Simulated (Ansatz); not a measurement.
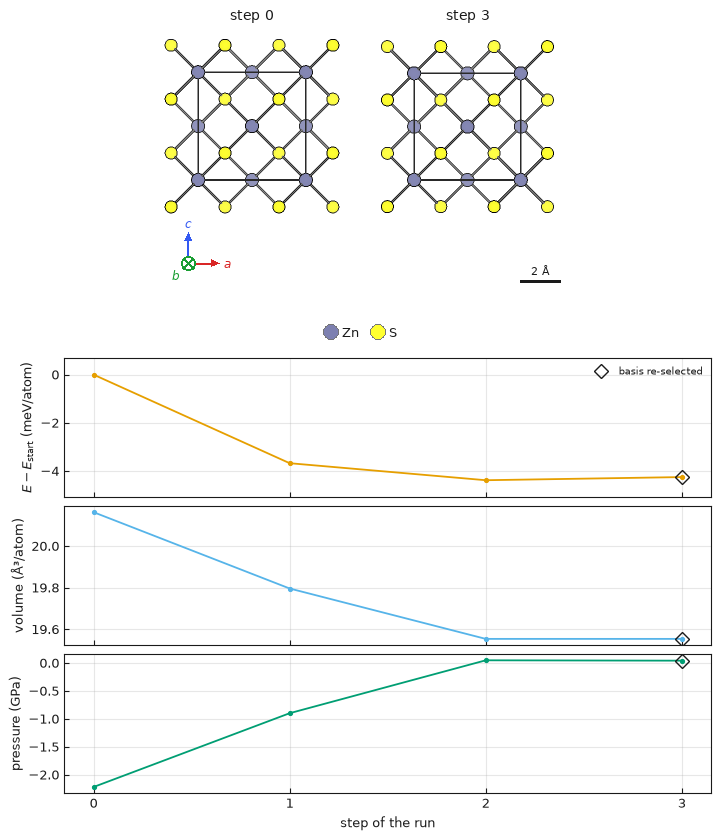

First and last geometry of a relaxation of solid ZnS (built on the zincblende type), with the history of the run. Style: ball-and-stick. Shown: the conventional cell (4 times the calculation's cell), along the b axis. Lengths and directions refer to the drawn axes.

These are results of DFT, r2SCAN, plane waves, PAW (Ansatz), not measurements.

Input
```yaml
crystal:
  lattice:
    - [0.0, 2.7217598541, 2.7217598541]
    - [2.7217598541, 0.0, 2.7217598541]
    - [2.7217598541, 2.7217598541, 0.0]
  atoms:
    - { symbol: Zn, position: [0.0, 0.0, 0.0] }
    - { symbol: S, position: [0.25, 0.25, 0.25] }
kpoints:
  mp_grid: { grid: [8, 8, 8] }
hamiltonian:
  xc: r2scan
scf:
  occupations: { method: fermi_dirac, width: 0.02 }
relax:
  f_tol: 0.005
  cell: {}
```

Command:
```bash
ansatz run input.yaml --threads 2 --pin off --max-ram 2211MiB --backend cpu --events-out ev --progress --plain --runs-dir out
```

### Did the run converge, and what did it change?

It converged. The atoms keep their places relative to the cell (all moves are under 0.005 Å). The drawn cell changes as follows: a = b = c 5.444 → 5.388 Å (−1.0 %); the volume changes by −3.0 %. Near-neighbour distances that change, for instance: Zn1–S2 2.357 → 2.333 Å. The space group stays F-43m (No. 216). Over 2 accepted moves (3 points after the start) the energy falls by 4.3 meV per atom. All forces vanish by symmetry, so only the cell relaxes. The pressure goes from −2.22 to 0.04 GPa. At 1 point the geometry stayed and the basis and grid were re-selected for the new cell (energy shift of 0.1 meV per atom at most each time). The run took 7.1 s on 2 threads of Arm Neoverse V1, on a shared host, peak memory 0.43 GiB.
